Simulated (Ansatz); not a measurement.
# Molecular dynamics, with input and output: GaSi$_{2}$NH$_{8}$O$_{2}$ (part 1 of 3)

GaSi$_{2}$NH$_{8}$O$_{2}$, computed with RKS BLYP/def2-SVP (Ansatz 0.2.0).

The geometry comes from this level: PBE0-D4/def2-TZVP.

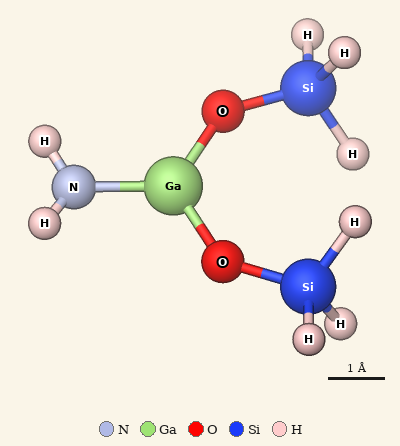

*The input geometry (ball-and-stick view, seen at a tilt). Sticks mark near contacts.*

**Input file**
```yaml
crystal:
  periodic: [false, false, false]
  atoms:
    - {symbol: N, position_ang: [-0.860220, -2.087397, 2.067782]}
    - {symbol: Ga, position_ang: [-0.324743, -0.865355, 0.868460]}
    - {symbol: O, position_ang: [0.266888, -1.369764, -0.722889]}
    - {symbol: Si, position_ang: [0.859395, -0.709736, -2.091756]}
    - {symbol: O, position_ang: [-0.459402, 0.863546, 1.228187]}
    - {symbol: Si, position_ang: [-0.280053, 2.303473, 0.483276]}
    - {symbol: H, position_ang: [-0.631007, -3.060158, 1.959628]}
    - {symbol: H, position_ang: [-1.038324, -1.836070, 3.024660]}
    - {symbol: H, position_ang: [-0.242971, -0.326001, -3.014666]}
    - {symbol: H, position_ang: [1.667785, 0.507622, -1.797069]}
    - {symbol: H, position_ang: [1.728901, -1.707953, -2.767203]}
    - {symbol: H, position_ang: [-1.137358, 3.306393, 1.167186]}
    - {symbol: H, position_ang: [1.135839, 2.757730, 0.543558]}
    - {symbol: H, position_ang: [-0.684729, 2.223680, -0.949153]}
basis:
  gaussian: {orbitals: def2-SVP}
hamiltonian: {xc: {name: BLYP}}
md: {timestep: 1 fs, n_steps: 50, ensemble: nvt_nose_hoover, temperature: 500, initial_velocities: maxwell_boltzmann, seed: 798}
```

Machine: 4 threads of Intel Xeon @ 2.50GHz, 180 GiB of memory available, shared host.

Launched with:
```bash
ansatz run in.yaml --threads 4 --pin off --events-out ev --progress --plain --max-ram 11315MiB
```

**The program's output**
```
Functional definition: BLYP
  name "BLYP"
  cite "Becke, Phys. Rev. A 38, 3098 (1988) doi:10.1103/PhysRevA.38.3098"
  cite "Lee, Yang & Parr, Phys. Rev. B 37, 785 (1988) doi:10.1103/PhysRevB.37.785"
  parameter beta = 0.0042
  parameter a = 0.04918
  parameter b = 0.132
  parameter c = 0.2533
  parameter d = 0.349
  exchange = b88_x(beta = beta)
  correlation = lyp_c(a = a, b = b, c = c, d = d)
1669 factors; their error is unknown
mean field evaluation 1: about -73812.4839 eV, gradient 1.1e2 eV
mean field evaluation 2: about -73700.5957 eV, gradient 2.4e2 eV
mean field evaluation 4: about -73834.6829 eV, gradient 2.0e1 eV
mean field evaluation 8: about -73835.4327 eV, gradient 3.3e-1 eV
mean field evaluation 16: about -73835.3275 eV, gradient 1.5e-3 eV
mean field -73835.32747667 eV, -2713.3982373850 hartree, gradient 5.4e-5 eV, S^2 0.000000; 0 other end points of the search recorded, 0 dependent functions left out
the calculation of the forces begins
reference -73835.32793915 eV, -2713.3982543808 hartree; 45, 45 occupied and 105, 105 virtual orbitals, 1669 factors
md step     0: t =     0.00 fs  T =   500.0 K  F+E_penalty+E_count = -73835.32747667 eV  E_kin = 0.775560 eV  conserved = -73834.55191667 eV  (30 SCF iters)
these checks for a lower state are left out or cut short: starts, cluster_reference, orbital_swaps, neighbouring_geometries, increment
1669 factors; their error is unknown
mean field -73835.27825113 eV, -2713.3964283800 hartree, gradient 2.3e-5 eV, S^2 0.000000; 0 other end points of the search recorded, 0 dependent functions left out
the calculation of the forces begins
reference -73835.27871720 eV, -2713.3964455075 hartree; 45, 45 occupied and 105, 105 virtual orbitals, 1669 factors
md step     1: t =     1.00 fs  T =   473.6 K  F+E_penalty+E_count = -73835.27825113 eV  E_kin = 0.734540 eV  conserved = -73834.54371190 eV  (31 SCF iters)
[... from here on the SCF iterations and repeated set-up lines of each step are left out, up to the last step ...]
md step     2: t =     2.00 fs  T =   359.7 K  F+E_penalty+E_count = -73835.09047112 eV  E_kin = 0.557944 eV  conserved = -73834.53253749 eV  (32 SCF iters)
md step     3: t =     3.00 fs  T =   258.8 K  F+E_penalty+E_count = -73834.92810655 eV  E_kin = 0.401375 eV  conserved = -73834.52677510 eV  (32 SCF iters)
md step     4: t =     4.00 fs  T =   227.7 K  F+E_penalty+E_count = -73834.88098415 eV  E_kin = 0.353146 eV  conserved = -73834.52794315 eV  (32 SCF iters)
md step     5: t =     5.00 fs  T =   254.5 K  F+E_penalty+E_count = -73834.93004784 eV  E_kin = 0.394733 eV  conserved = -73834.53552182 eV  (32 SCF iters)
md step     6: t =     6.00 fs  T =   275.0 K  F+E_penalty+E_count = -73834.96684517 eV  E_kin = 0.426508 eV  conserved = -73834.54069610 eV  (31 SCF iters)
md step     7: t =     7.00 fs  T =   265.6 K  F+E_penalty+E_count = -73834.94107437 eV  E_kin = 0.411959 eV  conserved = -73834.52966746 eV  (31 SCF iters)
md step     8: t =     8.00 fs  T =   307.5 K  F+E_penalty+E_count = -73835.00530638 eV  E_kin = 0.477030 eV  conserved = -73834.52907558 eV  (31 SCF iters)
md step     9: t =     9.00 fs  T =   396.3 K  F+E_penalty+E_count = -73835.15997419 eV  E_kin = 0.614749 eV  conserved = -73834.54636843 eV  (31 SCF iters)
md step    10: t =    10.00 fs  T =   404.4 K  F+E_penalty+E_count = -73835.17293976 eV  E_kin = 0.627257 eV  conserved = -73834.54724404 eV  (31 SCF iters)
md step    11: t =    11.00 fs  T =   309.1 K  F+E_penalty+E_count = -73835.01420086 eV  E_kin = 0.479384 eV  conserved = -73834.53677481 eV  (31 SCF iters)
md step    12: t =    12.00 fs  T =   206.9 K  F+E_penalty+E_count = -73834.84349203 eV  E_kin = 0.320852 eV  conserved = -73834.52491435 eV  (31 SCF iters)
md step    13: t =    13.00 fs  T =   207.1 K  F+E_penalty+E_count = -73834.84122653 eV  E_kin = 0.321228 eV  conserved = -73834.52256442 eV  (32 SCF iters)
md step    14: t =    14.00 fs  T =   326.1 K  F+E_penalty+E_count = -73835.03792728 eV  E_kin = 0.505810 eV  conserved = -73834.53510786 eV  (33 SCF iters)
md step    15: t =    15.00 fs  T =   452.6 K  F+E_penalty+E_count = -73835.24809245 eV  E_kin = 0.702104 eV  conserved = -73834.54963935 eV  (33 SCF iters)
md step    16: t =    16.00 fs  T =   468.6 K  F+E_penalty+E_count = -73835.26759490 eV  E_kin = 0.726817 eV  conserved = -73834.54522804 eV  (33 SCF iters)
md step    17: t =    17.00 fs  T =   411.4 K  F+E_penalty+E_count = -73835.16302906 eV  E_kin = 0.638177 eV  conserved = -73834.53007703 eV  (33 SCF iters)
md step    18: t =    18.00 fs  T =   384.7 K  F+E_penalty+E_count = -73835.12668749 eV  E_kin = 0.596732 eV  conserved = -73834.53590380 eV  (31 SCF iters)
md step    19: t =    19.00 fs  T =   362.9 K  F+E_penalty+E_count = -73835.09551626 eV  E_kin = 0.562879 eV  conserved = -73834.53929264 eV  (32 SCF iters)
md step    20: t =    20.00 fs  T =   309.6 K  F+E_penalty+E_count = -73835.00659508 eV  E_kin = 0.480261 eV  conserved = -73834.53365528 eV  (32 SCF iters)
md step    21: t =    21.00 fs  T =   263.1 K  F+E_penalty+E_count = -73834.92890090 eV  E_kin = 0.408110 eV  conserved = -73834.52871456 eV  (34 SCF iters)
md step    22: t =    22.00 fs  T =   269.1 K  F+E_penalty+E_count = -73834.93650593 eV  E_kin = 0.417397 eV  conserved = -73834.52763197 eV  (34 SCF iters)
md step    23: t =    23.00 fs  T =   336.0 K  F+E_penalty+E_count = -73835.04418868 eV  E_kin = 0.521117 eV  conserved = -73834.53232053 eV  (33 SCF iters)
md step    24: t =    24.00 fs  T =   416.0 K  F+E_penalty+E_count = -73835.17739005 eV  E_kin = 0.645273 eV  conserved = -73834.54230726 eV  (31 SCF iters)
md step    25: t =    25.00 fs  T =   424.3 K  F+E_penalty+E_count = -73835.19425002 eV  E_kin = 0.658113 eV  conserved = -73834.54740472 eV  (31 SCF iters)
md step    26: t =    26.00 fs  T =   337.1 K  F+E_penalty+E_count = -73835.04676111 eV  E_kin = 0.522849 eV  conserved = -73834.53617783 eV  (32 SCF iters)
md step    27: t =    27.00 fs  T =   246.2 K  F+E_penalty+E_count = -73834.89962825 eV  E_kin = 0.381893 eV  conserved = -73834.53079647 eV  (31 SCF iters)
md step    28: t =    28.00 fs  T =   211.1 K  F+E_penalty+E_count = -73834.84665589 eV  E_kin = 0.327387 eV  conserved = -73834.53299063 eV  (32 SCF iters)
md step    29: t =    29.00 fs  T =   222.4 K  F+E_penalty+E_count = -73834.86270899 eV  E_kin = 0.344933 eV  conserved = -73834.53216455 eV  (33 SCF iters)
md step    30: t =    30.00 fs  T =   268.9 K  F+E_penalty+E_count = -73834.93792882 eV  E_kin = 0.417098 eV  conserved = -73834.53602021 eV  (33 SCF iters)
md step    31: t =    31.00 fs  T =   316.8 K  F+E_penalty+E_count = -73835.01349177 eV  E_kin = 0.491411 eV  conserved = -73834.53826812 eV  (32 SCF iters)
md step    32: t =    32.00 fs  T =   340.4 K  F+E_penalty+E_count = -73835.04762541 eV  E_kin = 0.527979 eV  conserved = -73834.53699517 eV  (33 SCF iters)
md step    33: t =    33.00 fs  T =   338.6 K  F+E_penalty+E_count = -73835.04409429 eV  E_kin = 0.525163 eV  conserved = -73834.53751627 eV  (34 SCF iters)
md step    34: t =    34.00 fs  T =   302.1 K  F+E_penalty+E_count = -73834.98852142 eV  E_kin = 0.468652 eV  conserved = -73834.53965710 eV  (33 SCF iters)
md step    35: t =    35.00 fs  T =   226.3 K  F+E_penalty+E_count = -73834.86349952 eV  E_kin = 0.350949 eV  conserved = -73834.53336600 eV  (33 SCF iters)
md step    36: t =    36.00 fs  T =   172.9 K  F+E_penalty+E_count = -73834.77160003 eV  E_kin = 0.268178 eV  conserved = -73834.52504933 eV  (33 SCF iters)
md step    37: t =    37.00 fs  T =   203.1 K  F+E_penalty+E_count = -73834.82412914 eV  E_kin = 0.314959 eV  conserved = -73834.53160290 eV  (33 SCF iters)
md step    38: t =    38.00 fs  T =   274.4 K  F+E_penalty+E_count = -73834.93894824 eV  E_kin = 0.425601 eV  conserved = -73834.53685011 eV  (31 SCF iters)
md step    39: t =    39.00 fs  T =   329.2 K  F+E_penalty+E_count = -73835.02343789 eV  E_kin = 0.510642 eV  conserved = -73834.53769807 eV  (34 SCF iters)
md step    40: t =    40.00 fs  T =   351.3 K  F+E_penalty+E_count = -73835.05491934 eV  E_kin = 0.544855 eV  conserved = -73834.53658483 eV  (34 SCF iters)
md step    41: t =    41.00 fs  T =   348.9 K  F+E_penalty+E_count = -73835.04856722 eV  E_kin = 0.541212 eV  conserved = -73834.53557841 eV  (34 SCF iters)
md step    42: t =    42.00 fs  T =   333.0 K  F+E_penalty+E_count = -73835.02308789 eV  E_kin = 0.516548 eV  conserved = -73834.53645997 eV  (34 SCF iters)
md step    43: t =    43.00 fs  T =   302.2 K  F+E_penalty+E_count = -73834.97450375 eV  E_kin = 0.468711 eV  conserved = -73834.53733120 eV  (32 SCF iters)
md step    44: t =    44.00 fs  T =   259.6 K  F+E_penalty+E_count = -73834.90350770 eV  E_kin = 0.402743 eV  conserved = -73834.53377405 eV  (33 SCF iters)
md step    45: t =    45.00 fs  T =   247.4 K  F+E_penalty+E_count = -73834.87661386 eV  E_kin = 0.383815 eV  conserved = -73834.52717679 eV  (33 SCF iters)
md step    46: t =    46.00 fs  T =   313.9 K  F+E_penalty+E_count = -73834.98407486 eV  E_kin = 0.486895 eV  conserved = -73834.53312259 eV  (32 SCF iters)
md step    47: t =    47.00 fs  T =   410.7 K  F+E_penalty+E_count = -73835.14244071 eV  E_kin = 0.637080 eV  conserved = -73834.54336996 eV  (31 SCF iters)
md step    48: t =    48.00 fs  T =   445.9 K  F+E_penalty+E_count = -73835.19469231 eV  E_kin = 0.691622 eV  conserved = -73834.54355606 eV  (32 SCF iters)
md step    49: t =    49.00 fs  T =   398.7 K  F+E_penalty+E_count = -73835.11341702 eV  E_kin = 0.618445 eV  conserved = -73834.53792310 eV  (33 SCF iters)
these checks for a lower state are left out or cut short: starts, cluster_reference, orbital_swaps, neighbouring_geometries, increment
1669 factors; their error is unknown
mean field -73834.97247505 eV, -2713.3851913162 hartree, gradient 9.4e-6 eV, S^2 0.000000; 0 other end points of the search recorded, 0 dependent functions left out
the calculation of the forces begins
reference -73834.97294496 eV, -2713.3852085850 hartree; 45, 45 occupied and 105, 105 virtual orbitals, 1669 factors
1669 factors; their error is unknown
mean field evaluation 416: about -73835.0781 eV, gradient 1.1e0 eV
mean field -73834.97247505 eV, -2713.3851913162 hartree, gradient 9.8e-6 eV, S^2 0.000000; 1 other end points of the search recorded, 0 dependent functions left out
the calculation of the forces begins
reference -73834.97294496 eV, -2713.3852085850 hartree; 45, 45 occupied and 105, 105 virtual orbitals, 1669 factors
md step    50: t =    50.00 fs  T =   314.1 K  F+E_penalty+E_count = -73834.97247505 eV  E_kin = 0.487156 eV  conserved = -73834.53038075 eV  (31 SCF iters)
```

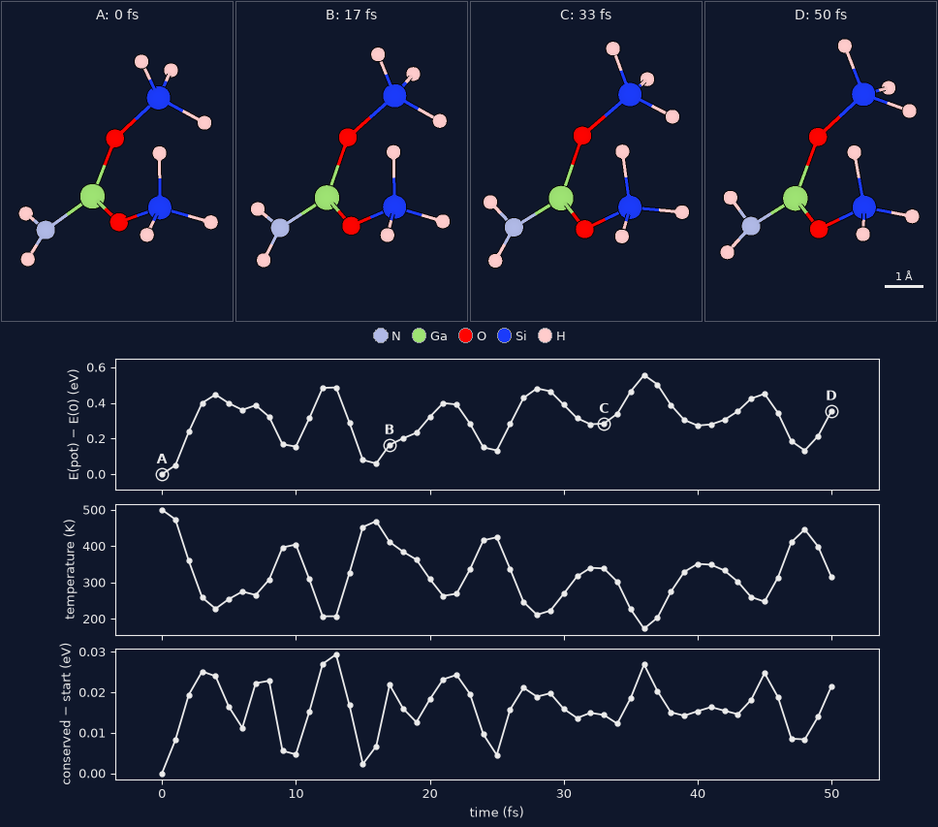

*Frames of the molecular dynamics (ball-and-stick, seen at a tilt) above the curves, on which the letters mark them.*

The trajectory kept here has 51 frames over 50 fs. The temperature starts at 500 K, ranges from 173 to 500 K and averages 305 K over the second half. The potential energy ends 0.355 eV above its first value. The conserved quantity stays within 0.029 eV. After an unweighted best fit of the last frame on the first, the root-mean-square displacement is 0.35 Å, and H13 has moved furthest (0.62 Å).

```
Total energy: -73834.97294496 eV, -2713.3852085850 hartree
Atom 0 at    -1.018776    -1.932963     2.187690 Å, force     0.431843     0.235929     1.849481 eV/Å
Atom 1 at    -0.302674    -0.925429     0.838287 Å, force     0.227478     0.323592    -0.292368 eV/Å
Atom 2 at     0.285892    -1.588181    -0.754121 Å, force     0.386984     0.656479    -0.668687 eV/Å
Atom 3 at     0.861953    -0.688765    -2.125666 Å, force     1.090666    -1.054201     0.863211 eV/Å
Atom 4 at    -0.280243     0.864361     1.154000 Å, force    -0.011575     0.184335    -0.143170 eV/Å
Atom 5 at    -0.352721     2.431930     0.569679 Å, force    -1.896857     0.249210    -0.781940 eV/Å
Atom 6 at    -0.661939    -2.918267     2.197558 Å, force    -0.329283     0.783494     0.328446 eV/Å
Atom 7 at    -0.922150    -1.442672     3.167754 Å, force    -0.150705    -1.312828    -2.100144 eV/Å
Atom 8 at    -0.315863    -0.175260    -2.812512 Å, force    -0.489687     0.436402    -0.474992 eV/Å
Atom 9 at     1.840769     0.400098    -1.661152 Å, force    -0.461505    -0.243314    -0.202018 eV/Å
Atom 10 at     1.705502    -1.562176    -3.127140 Å, force    -0.687607     0.357004     0.777550 eV/Å
Atom 11 at    -1.767666     3.151017     0.964408 Å, force     1.460208    -0.716371    -0.168340 eV/Å
Atom 12 at     0.793119     3.223970     1.063730 Å, force     0.245678     0.192856     0.177853 eV/Å
Atom 13 at    -0.388678     2.488274    -0.994214 Å, force     0.184360    -0.092588     0.835118 eV/Å
Dipole moment:     0.120918    -0.246490     0.282336 e Å
```

**Trajectory as extended XYZ (Å, eV, eV/Å), 33 of the 51 frames kept, from step=0 to step=50**
```
14
Properties=species:S:1:pos:R:3:forces:R:3 step=0 time_fs=0.0 energy=-73835.32748 temperature=500.0
N    -0.8602   -2.0874    2.0678   -0.1872   0.1407  -0.2334
Ga   -0.3247   -0.8654    0.8685   -0.0425  -0.2517   0.2721
O     0.2669   -1.3698   -0.7229   -0.2518  -0.7785   0.4928
Si    0.8594   -0.7097   -2.0918    0.3940   0.3947  -0.9517
O    -0.4594    0.8635    1.2282   -0.2325  -0.4950   0.7813
Si   -0.2801    2.3035    0.4833    0.1160   1.0011  -0.4530
H    -0.6310   -3.0602    1.9596    0.1548  -0.7126  -0.0854
H    -1.0383   -1.8361    3.0247   -0.1411   0.1853   0.6963
H    -0.2430   -0.3260   -3.0147   -0.1760   0.0732  -0.2150
H     1.6678    0.5076   -1.7971    0.1719   0.2159   0.0001
H     1.7289   -1.7080   -2.7672    0.1689  -0.1656  -0.1531
H    -1.1374    3.3064    1.1672   -0.1491   0.2141   0.1073
H     1.1358    2.7577    0.5436    0.2531   0.1342   0.0029
H    -0.6847    2.2237   -0.9492   -0.0784   0.0442  -0.2613
14
Properties=species:S:1:pos:R:3:forces:R:3 step=2 time_fs=2.0 energy=-73835.09047 temperature=359.7
N    -0.8625   -2.0770    2.0659   -0.6451   0.3286   2.7901
Ga   -0.3237   -0.8703    0.8641   -0.0673   0.1279   0.4145
O     0.2630   -1.3790   -0.7158    0.0709  -0.7040  -0.0190
Si    0.8583   -0.7056   -2.0907    1.2722  -0.1463  -0.6601
O    -0.4522    0.8684    1.2274   -0.2065  -0.6923   0.7824
Si   -0.2786    2.3052    0.4874   -1.3751   2.0878  -0.5127
H    -0.6533   -3.0695    1.9369   -0.0273   0.0164   0.2251
H    -1.0287   -1.7784    3.1109    0.4184  -0.8887  -2.4814
H    -0.2727   -0.3655   -2.9534   -0.4184   0.2858  -0.5601
H     1.7158    0.5091   -1.7894   -0.1720  -0.0924  -0.0961
H     1.7688   -1.7177   -2.8093   -0.3702   0.3477   0.2520
H    -1.2500    3.3910    1.1847    0.9303  -0.9592  -0.5845
H     1.1196    2.7710    0.5613    0.4163   0.2285   0.0232
H    -0.7056    2.2288   -0.9871    0.1738   0.0599   0.4265
```
